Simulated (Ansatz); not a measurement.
# Si9 (charge −1, doublet): what the fields show

```
atom    x (Å)    y (Å)    z (Å)
  Si  -1.0991   0.5558  -0.1182
  Si  -2.2409  -1.0566  -1.4232
  Si   1.3588  -2.4879  -0.3648
  Si  -1.4946   2.7985   0.4859
  Si   0.0819  -1.1101  -1.7800
  Si  -0.8924  -1.8836   0.4995
  Si   1.0907  -0.2991   0.4961
  Si   2.4914   1.2429   1.5966
  Si   0.7044   2.2400   0.6081
```

Geometry: PBE-D4/def2-SVP; ⟨S²⟩ = 0.80, above the pure value of 0.75; not at a stationary point (largest force 0.5 eV/Å).

All numbers below come from UKS PBE0-D4/def2-TZVPD (Ansatz 0.2.0).

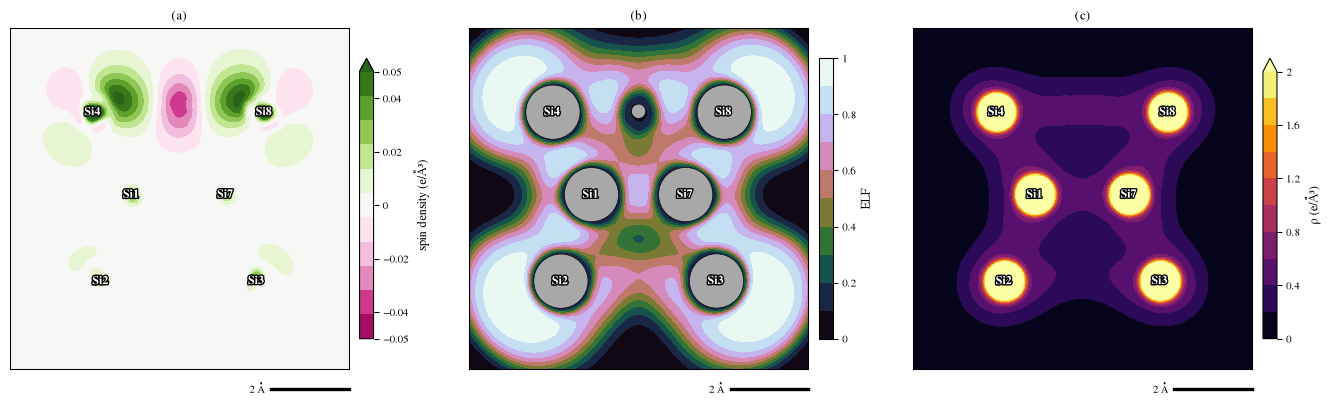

Figure 1. (a) spin density; (b) ELF; (c) total electron density on the plane of atoms Si1, Si7 and Si3. Grey discs cover the atomic cores in the ELF map.

### Interpret the plot.

Atoms in the plane: Si.
Si–Si (2.37 Å): the density is about 0.5 e/Å³ at the midpoint; the ELF peaks at about 0.80 between the atoms (a covalent bond).
Si–Si (2.43 Å): ρ at the midpoint is about 0.46 e/Å³; the ELF peaks at about 0.80 between the atoms (localised, covalent bonding).
The ELF also peaks beside Si3, Si2, Si4 and Si8, away from the bonds: non-bonding electrons, paired or unpaired.
The unpaired spin (1 electron) lies mostly on Si4 (about 0.4), Si8 (about 0.4), Si1 (about 0.1) and Si7 (about 0.1), in electrons by Hirshfeld's partition, with opposite, polarisation-induced spin on Si9.

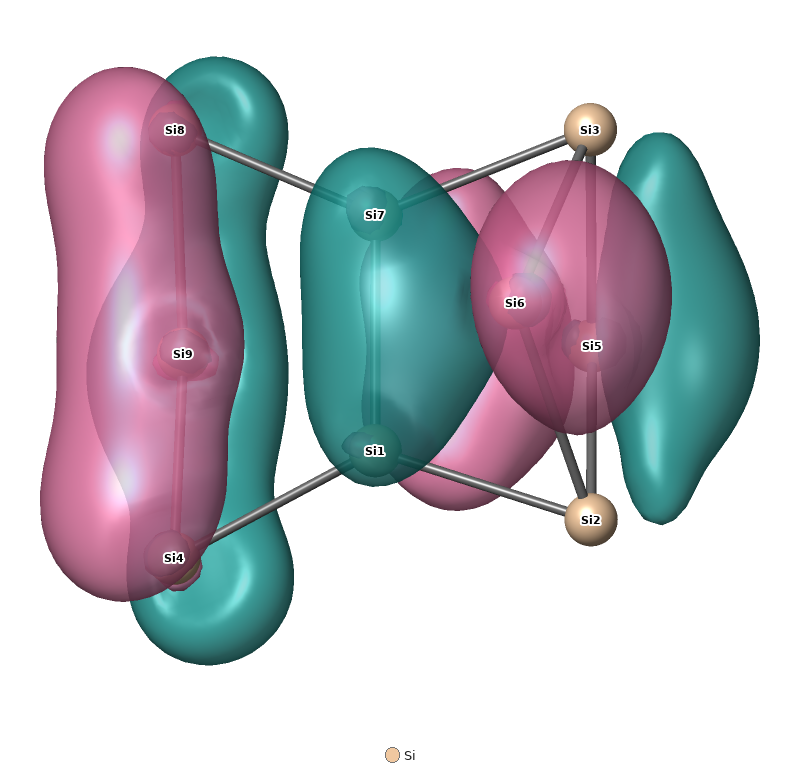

Figure 2. The HOMO−1 (α) at ±0.08 Å⁻³ᐟ² (teal and pink are the two phases), seen at a tilt.

### Describe this orbital and give its energy.

By Hirshfeld shares it lies mainly on Si9 (about 20 %), Si6 (about 15 %), Si5 (about 15 %), Si4 (about 10 %), Si8 (about 10 %), Si1 (about 10 %) and Si7 (about 10 %). Its energy is −2.19 eV.

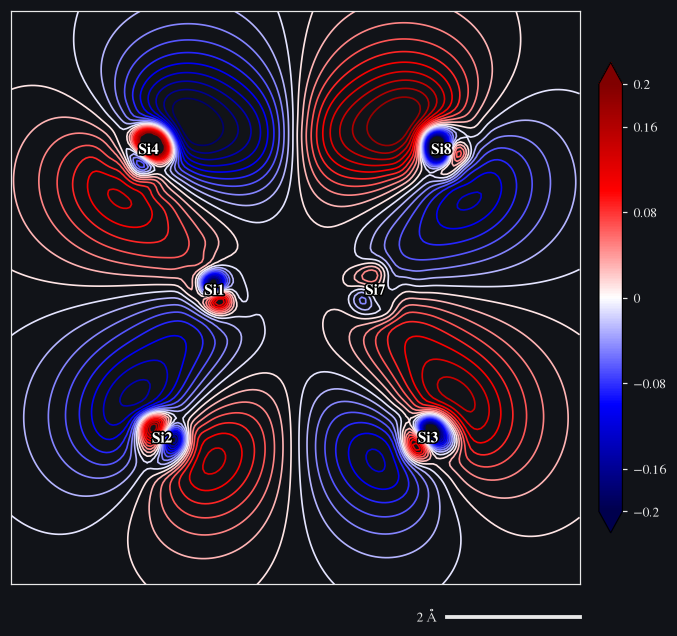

Figure 3. The HOMO (α) on the plane of atoms Si1, Si7 and Si3 (values in Å⁻³ᐟ²; the overall sign is arbitrary).

### Describe this orbital and give its energy.

It lies mainly on Si4 (about 25 %), Si8 (about 25 %), Si2 (about 10 %), Si3 (about 10 %), Si9 (about 10 %), Si1 (about 5 %) and Si7 (about 5 %). Its energy is −1.85 eV.
